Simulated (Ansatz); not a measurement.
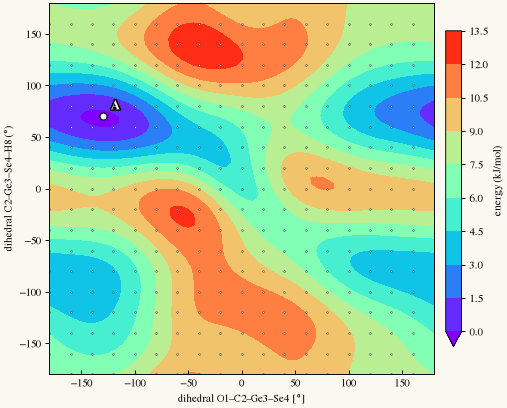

CH4GeOSe, SMILES O=[CH][GeH2][SeH]. 
- Coordinates scanned: (1) dihedral O1–C2–Ge3–Se4; (2) dihedral C2–Ge3–Se4–H8.
- Nothing is relaxed (all other coordinates rigid).
- Grid: 18 × 18 points.
- Points are written as (first, second).
- All energies are given in kJ/mol relative to the lowest grid point.
- Computed with Ansatz, RHF/def2-SVP.

In the figure: filled contours, dots at the grid points, the point A. Between grid points the surface is interpolated.

What is the easiest way out of the well at A, and how high is the barrier?

The easiest path leads from the well at about (−130°, 70°) to its copy one period on. Its highest point lies about 7.9 kJ/mol above the bottom of the first well on the interpolated surface, at about (35°, 60°). The start is the relaxed structure and all else is held, so a fully relaxed path at this level can only be lower.

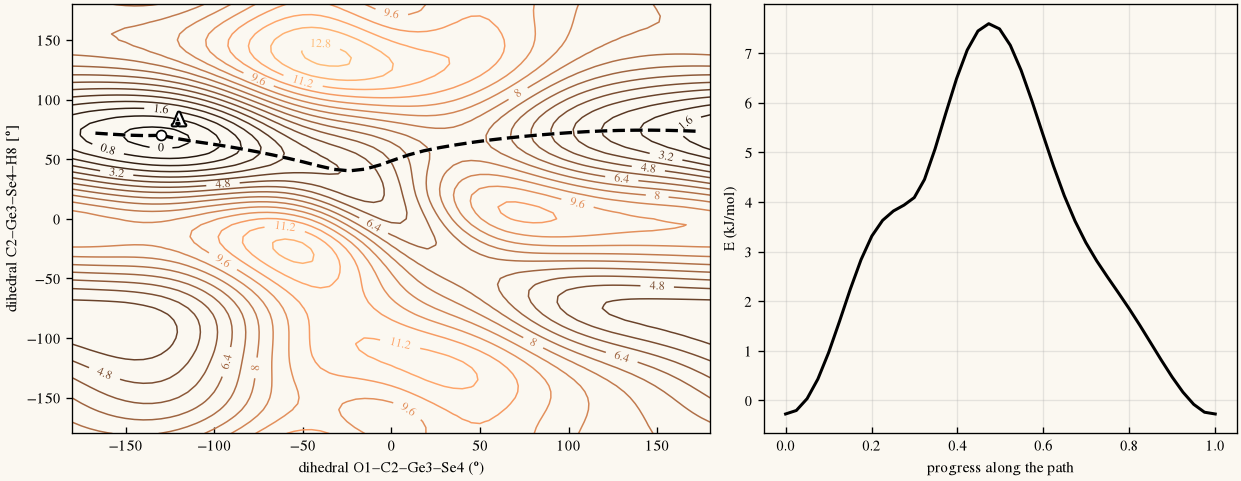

The picture shows contour lines labelled in kJ/mol, a line along the lowest path, the energy along the path at the right. Between grid points the surface is interpolated.
